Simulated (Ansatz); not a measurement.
## How fast states decay through Li2SiSnTe4: band edges at another level, cutoff 420 eV

Ansatz 0.2.0; PBE DFT, plane waves, PAW files.

The edges again with PBE, at the same atoms. Against that run the cutoff is 420 eV against 500.

The structure was built from a prototype and need not be the compound's stable phase.

Contents of input.yaml:

```yaml
crystal:
  lattice:
    - [-3.6746291649, 3.6746291649, 4.3007410226]
    - [3.6746291649, -3.6746291649, 4.3007410226]
    - [3.6746291649, 3.6746291649, -4.3007410226]
  atoms:
    - { symbol: Li, position: [0.25, 0.75, 0.5] }
    - { symbol: Li, position: [0.75, 0.25, 0.5] }
    - { symbol: Si, position: [0.5, 0.5, 0.0] }
    - { symbol: Sn, position: [0.0, 0.0, 0.0] }
    - { symbol: Te, position: [0.4617688265, 0.4617688265, 0.5976649718] }
    - { symbol: Te, position: [0.5382311735, 0.1358961453, 0.0] }
    - { symbol: Te, position: [0.1358961453, 0.5382311735, 0.0] }
    - { symbol: Te, position: [0.8641038547, 0.8641038547, 0.4023350282] }
kpoints:
  mp_grid: { grid: [6, 6, 6] }
  band_path: { path: [VBM, CBM], npoints: 30 }
scf:
  occupations: { method: fixed }
hamiltonian:
  xc: pbe
output:
  eigenvalues: true
```

Started as:

```
$ ansatz run input.yaml --threads 2 --pin off --max-ram 4096MiB --backend cpu --events-out ev --progress --plain --runs-dir out
```

Q: Predict the electronic bands.

The 88 valence electrons fill 44 bands exactly, which allows a gap.

This step gave:

| --- | --- |
| gap on the k-mesh | 0.7705 eV |
| gap on path | 0.6627 eV, by band count; negative where bands overlap |
| direct gap on path | 0.8971 eV |
| edge places on path | 0, 1.240 1/A along the path |

Electronic bands along the path, in eV, zero at the Fermi level (highest filled level under fixed occupations); v1 is the highest filled band, c1 the lowest empty one:

| point | v4 | v3 | v2 | v1 | c1 | c2 | c3 | c4 |
| --- | --- | --- | --- | --- | --- | --- | --- | --- |
| VBM | -1.04 | -0.53 | -0.53 | 0.00 | 1.01 | 1.18 | 1.28 | 1.28 |
| CBM | -1.39 | -0.76 | -0.70 | -0.23 | 0.66 | 1.34 | 1.49 | 2.54 |

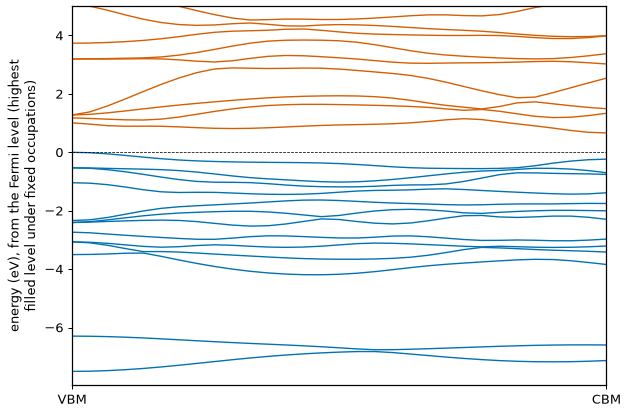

Electronic bands along the path; lines of filled and empty bands in two colours.

[Logs are printed without paths, hosts, clocks, repeated set-up lines and the standing remarks that a program may print on its own settings, such as how far it seeks lower states.]

[Hosts, paths, dates, database ids (printed as entryN), source tags and the programs' standing remarks are cut or masked in the printed files.]
